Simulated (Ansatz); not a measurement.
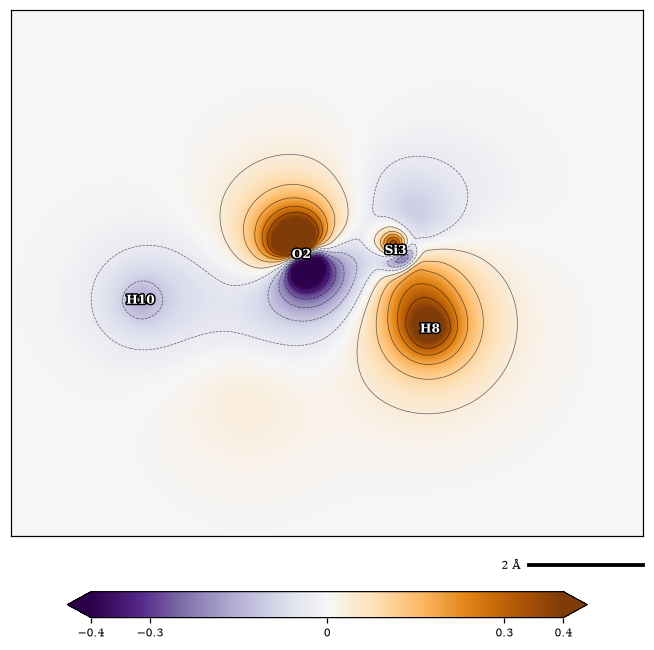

Figure 1: CH8OSiSn (SMILES C[SiH2][O][SnH3]). The HOMO−1 on the plane of atoms O2, Si3 and H8 (values in Å⁻³ᐟ²; the overall sign is arbitrary).

Geometry: B3LYP-D3(BJ)/def2-SVP; core potentials replace the inner electrons of Sn.

Theory: isolated molecule in a Gaussian basis; Kohn-Sham density functional theory, functional PBE0 (Ansatz).

Input file:

```
crystal:
  periodic: [false, false, false]
  atoms:
    - {symbol: C, position_ang: [-2.598791, 0.076197, 0.459646]}
    - {symbol: O, position_ang: [-0.959108, -1.178264, -1.619126]}
    - {symbol: Si, position_ang: [-2.247232, -0.165164, -1.372165]}
    - {symbol: Sn, position_ang: [1.020706, -1.090773, -1.404600]}
    - {symbol: H, position_ang: [-1.747637, 0.554717, 0.971837]}
    - {symbol: H, position_ang: [-2.792466, -0.890344, 0.952251]}
    - {symbol: H, position_ang: [-3.483791, 0.718031, 0.606310]}
    - {symbol: H, position_ang: [-1.988197, 1.176899, -1.990182]}
    - {symbol: H, position_ang: [-3.442385, -0.765852, -2.034340]}
    - {symbol: H, position_ang: [1.599372, -2.415052, -2.322488]}
    - {symbol: H, position_ang: [1.353130, -1.252884, 0.273683]}
    - {symbol: H, position_ang: [1.534640, 0.429599, -2.020531]}
basis:
  gaussian:
    orbitals: def2-TZVPD
hamiltonian:
  xc: {name: PBE0}
output: {forces: true, orbitals: {seedname: orbitals}}
```

Run with:

```sh
ansatz run input.yaml --threads 2 --pin off --max-ram 4350MiB --events-out events.jsonl --progress --plain --runs-dir runs
```

Question: What is the character of this orbital?

Answer: It lies mainly on O2 (about 35 %), Si3 (about 20 %), H9 (about 15 %), H8 (about 15 %) and Sn4 (about 5 %). Its energy is −8.23 eV.
